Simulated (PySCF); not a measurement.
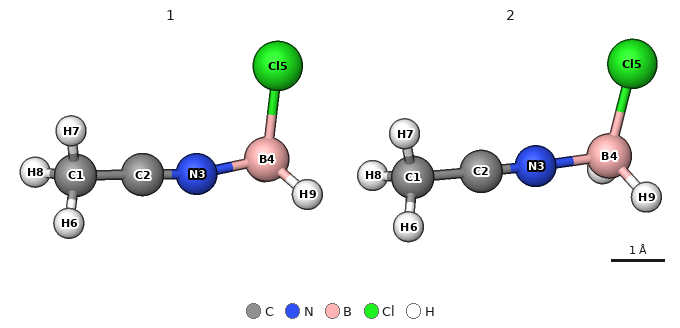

Two geometries of C₂H₅BClN, drawn at one scale. One is the start of a relaxation, the other its converged end. A ball-and-stick model, seen at a tilt.

These are results of PBE0-D3(BJ)/def2-SVP geometry optimisation, gas phase (PySCF), not measurements. 

Question: Which one is relaxed?

Answer: Structure 2 is the relaxed one. The start comes from GFN2-xTB. After 4 geometry steps the energy has fallen by 0.130 eV. Largest force component: 1.2 eV/Å at the start, 0.023 eV/Å at the end. The largest move after the best rigid fit is that of the Cl atom, 0.31 Å. By element the largest moves are Cl 0.31 Å, N 0.16 Å, H 0.14 Å, B 0.08 Å, C 0.07 Å. Some distances before and after: B–N 1.484 → 1.553 Å, B–H 1.184 → 1.218 Å, C–C 1.425 → 1.445 Å, C–H 1.091 → 1.100 Å. Bond angles that change, for instance: C–N–B 169.0° → 177.7°, N–B–Cl 101.5° → 105.6°, N–B–H 107.8° → 105.1°. The run took about 14 core-seconds on a shared host.
